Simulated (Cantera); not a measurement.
Feed: 1 mol Si, 3.9 mol HCl, 2.1 mol H₂, at 923 K.

Method: chemical equilibrium by Gibbs-energy minimisation in Cantera with the NASA 1993 tables (ideal gas, pure condensed phases). Candidate condensed phases: Si; 19 gas species. The tables' values for SiCl₃ are old estimates; treat these amounts as uncertain. Rates play no part.

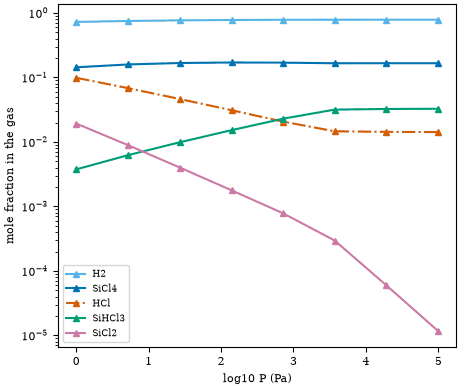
Figure. Equilibrium gas composition (values under 1e-9 drawn at 1e-9)

### Question
Read off the mole fractions at 0.190 bar.

### Answer
H₂ about 0.79, SiCl₄ about 0.17, SiHCl₃ about 0.032, HCl about 0.014, SiCl₂ about 6.0e-5.
